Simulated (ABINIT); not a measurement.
# KHF2 (I4/mcm): RPA correlation energy against the basis, part 2 of 2

How does the RPA correlation energy of KHF2 (I4/mcm) approach its basis limit?

ABINIT 10.8.3; PBEsol and many-body steps on it, plane waves.

So far. Step 2 (Empty states on the mesh, 2×2×2 mesh, 384 bands): On this mesh the gap is 7.017 eV. Step 3 (RPA energy: 2×2×2 mesh, 77 bands, screening to 43.5 eV): Local fields lower ε∞ by 6 %. On a Γ-centred mesh this coarse the value itself is usually too large, while a short band sum pulls it down.

## 5. RPA energy: 2×2×2 mesh, 236 bands, screening to 108.8 eV

Level of this step: RPA screening on PBEsol, plane waves, norm-conserving pseudopotentials (ABINIT).

File run.abi:

```
acell 3*1.0 Angstrom
rprim 
  -2.835000000000 2.835000000000 3.405000000000
  2.835000000000 -2.835000000000 3.405000000000
  2.835000000000 2.835000000000 -3.405000000000
ntypat 3
znucl 19 1 9
natom 8
typat 1 1 2 2 3 3 3 3
xred 
  0.250000000000 0.250000000000 -0.000000000000
  0.750000000000 0.750000000000 -0.000000000000
  0.500000000000 0.000000000000 0.500000000000
  0.000000000000 0.500000000000 0.500000000000
  0.640800000000 0.140800000000 0.781600000000
  0.140800000000 0.359200000000 0.500000000000
  0.359200000000 0.859200000000 0.218400000000
  0.859200000000 0.640800000000 0.500000000000
pp_dirpath "pseudos"
pseudos "K.upf, H.upf, F.upf"
ecut 36
ngkpt 2 2 2
nshiftk 1
shiftk 0 0 0
kptopt 1
chksymbreak 0
istwfk *1
occopt 1
irdwfk 1
optdriver 3
nband 236
ecuteps 4
inclvkb 2
awtr 1
symchi 1
gwcalctyp 1
nfreqre 0
nfreqim 8
gwrpacorr 1
indata_prefix "in"
outdata_prefix "out"
tmpdata_prefix "tmp"
```

On the command line:

```bash
OMP_NUM_THREADS=1 mpirun -n 4 abinit run.abi > log
```

Numbers of over 12 decimals in the logs are rounded to 6 here.

Log:

```text
.Version 10.8.3 of ABINIT. v10.8.2 released Aug 2026.

 Symmetries : space group I4/m c m (#140); Bravais tI (body-center tetrag.)
[... echo of the input left out ...]
== DATASET  1 ==================================================================
-   mpi_nproc: 4, omp_nthreads: 1 (-1 if OMP is not activated)

--- !DatasetInfo
iteration_state: {dtset: 1, }
dimensions: {natom: 8, nkpt: 4, mband: 236, nsppol: 1, nspinor: 1, nspden: 1, mpw: 7677, }
cutoff_energies: {ecut:  36.0, pawecutdg:  -1.0, }
[...]
[... chi0 elements left out ...]
  [... further frequencies ...]

 For q-point:  0.000010 0.000020 0.000030
  dielectric constant =   1.8565
  dielectric constant without local fields =   2.0239

  Average fulfillment of the sum rule on Im[epsilon] for q-point    1 :     65.98  [%]
[... wings left out ...]
  q-point number  2        q = ( 0.500000, 0.000000, 0.000000) [r.l.u.]
--------------------------------------------------------------------------------
[... chi0 elements left out ...]
  [... further frequencies ...]

  Average fulfillment of the sum rule on Im[epsilon] for q-point    2 :     69.47  [%]

 [... 2 further q-points ...]
```

Elapsed: 75 s, on 4 MPI ranks of Arm Neoverse V1, shared host; peak memory 1.6 GiB.

This step gave:

| Property | Result |
| --- | --- |
| ε∞ with local fields, on this mesh, along the program's q direction | 1.857 |
| the same without local fields | 2.024 |
| plasma frequency | 24.59 eV |
| plane waves in the screening matrix | 305 |
| RPA correlation energy | -35.18 eV |

## 6. RPA energy: 2×2×2 mesh, 350 bands, screening to 144.2 eV

run.abi, as its differences from that of step 5:

```diff
@@ -30,4 +30,4 @@
 optdriver 3
-nband 236
-ecuteps 4
+nband 350
+ecuteps 5.3
 inclvkb 2
```

Log:

```text
.Version 10.8.3 of ABINIT. v10.8.2 released Aug 2026.

 Symmetries : space group I4/m c m (#140); Bravais tI (body-center tetrag.)
[... echo of the input left out ...]
== DATASET  1 ==================================================================
-   mpi_nproc: 4, omp_nthreads: 1 (-1 if OMP is not activated)

--- !DatasetInfo
iteration_state: {dtset: 1, }
dimensions: {natom: 8, nkpt: 4, mband: 350, nsppol: 1, nspinor: 1, nspden: 1, mpw: 7677, }
cutoff_energies: {ecut:  36.0, pawecutdg:  -1.0, }
[...]
[... chi0 elements left out ...]
  [... further frequencies ...]

 For q-point:  0.000010 0.000020 0.000030
  dielectric constant =   1.8550
  dielectric constant without local fields =   2.0274

  Average fulfillment of the sum rule on Im[epsilon] for q-point    1 :     74.85  [%]
[... wings left out ...]
  q-point number  2        q = ( 0.500000, 0.000000, 0.000000) [r.l.u.]
--------------------------------------------------------------------------------
[... chi0 elements left out ...]
  [... further frequencies ...]

  Average fulfillment of the sum rule on Im[epsilon] for q-point    2 :     77.51  [%]

 [... 2 further q-points ...]
```

It took 2.5 min on 4 MPI ranks; peak memory 2 GiB.

Numbers from this step:

* ε∞ with local fields, on this mesh, along the program's q direction: 1.855
* the same without local fields: 2.027
* plasma frequency: 24.59 eV
* plane waves in the screening matrix: 427
* RPA correlation energy: -42.96 eV

## 7. RPA energy: 2×2×2 mesh, 139 bands, screening to 136.1 eV, 4 frequencies

run.abi, as its differences from that of step 6:

```diff
@@ -30,4 +30,4 @@
 optdriver 3
-nband 350
-ecuteps 5.3
+nband 139
+ecuteps 5
 inclvkb 2
@@ -37,3 +37,3 @@
 nfreqre 0
-nfreqim 8
+nfreqim 4
 gwrpacorr 1
```

Log:

```text
.Version 10.8.3 of ABINIT. v10.8.2 released Aug 2026.

 Symmetries : space group I4/m c m (#140); Bravais tI (body-center tetrag.)
[... echo of the input left out ...]
== DATASET  1 ==================================================================
-   mpi_nproc: 4, omp_nthreads: 1 (-1 if OMP is not activated)

--- !DatasetInfo
iteration_state: {dtset: 1, }
dimensions: {natom: 8, nkpt: 4, mband: 139, nsppol: 1, nspinor: 1, nspden: 1, mpw: 7677, }
cutoff_energies: {ecut:  36.0, pawecutdg:  -1.0, }
[...]
[... chi0 elements left out ...]
  [... further frequencies ...]

 For q-point:  0.000010 0.000020 0.000030
  dielectric constant =   1.8509
  dielectric constant without local fields =   2.0128

  Average fulfillment of the sum rule on Im[epsilon] for q-point    1 :     50.17  [%]
[... wings left out ...]
  q-point number  2        q = ( 0.500000, 0.000000, 0.000000) [r.l.u.]
--------------------------------------------------------------------------------
[... chi0 elements left out ...]
  [... further frequencies ...]

  Average fulfillment of the sum rule on Im[epsilon] for q-point    2 :     55.28  [%]

 [... 2 further q-points ...]
```

The job ended after 42 s (4 MPI ranks; peak memory 1.3 GiB; 2.8 min of CPU time).

This step gave:

| Item | Value |
| --- | --- |
| ε∞ with local fields, on this mesh, along the program's q direction | 1.851 |
| the same without local fields | 2.013 |
| plasma frequency | 24.59 eV |
| plane waves in the screening matrix | 387 |
| RPA correlation energy | -30.30 eV |

## 8. The rungs together

Times are wall times on 4 MPI ranks of Arm Neoverse V1, shared host, good to a factor of about two.

```tsv
bands	cutoff (eV)	plane waves	frequencies	E_c (eV/atom)	time
77	43.5	63	8	-1.302	16 s
139	70.7	153	8	-2.809	65 s
236	108.8	305	8	-4.398	75 s
350	144.2	427	8	-5.369	2.5 min
139	136.1	387	4	-3.787	42 s
```

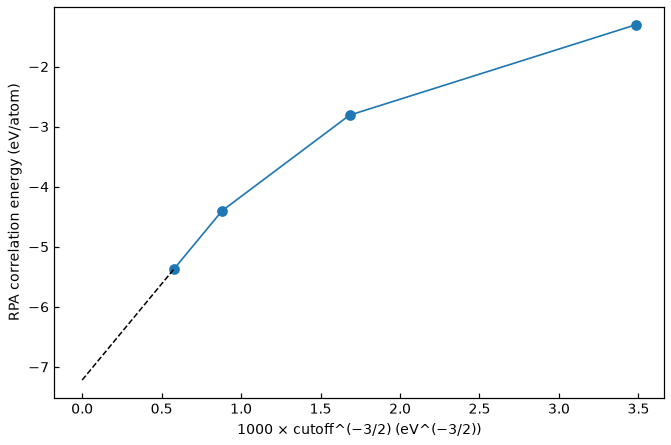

Correlation energy against the cutoff to the power −3/2; dashed, the line to the limit.

## 9. Results

| Item | Value |
| --- | --- |
| 2×2×2 mesh, 77 bands, screening to 43.5 eV | -1.302 eV/atom |
| 2×2×2 mesh, 139 bands, screening to 70.7 eV | -2.809 eV/atom |
| 2×2×2 mesh, 236 bands, screening to 108.8 eV | -4.398 eV/atom |
| 2×2×2 mesh, 350 bands, screening to 144.2 eV | -5.369 eV/atom |
| limit by the two highest rungs | -7.22 eV/atom |

**Reading.** Rows off the diagonal of bands and cutoff are checks and stay out of the ladder. The energy is still falling: −0.972 eV/atom over the last rung. A line in cutoff^(−3/2) puts the limit near -7.22 eV/atom, 34 % beyond the top rung; the pair below gives -6.15, so the estimate is rough. The value holds the valence electrons of these pseudopotentials alone, on one mesh; differences between structures converge far faster than the total.

[Paths, hosts, dates, memory and timing lines, banners, echoed tables and standing remarks are left out of the program output.]

[Logs are printed without paths, hosts, clocks, repeated set-up lines and the standing remarks that a program may print on its own settings, such as how far it seeks lower states.]

[Runs of the session that timed out or met a known fault of the program may be left out.]

[Hosts, paths, dates, database ids (printed as entryN), source tags and the programs' standing remarks are cut or masked in the printed files.]

[G0W0 gaps are taken among the corrected bands and points alone; a level outside them can change the order at an edge.]

[Where Ansatz stands beside ABINIT at settings called matched, ABINIT's density can come from a denser mesh and the files from another edition; pairs whose starting gaps differed by over 0.03 eV were left out, so agreement reads better than it is.]
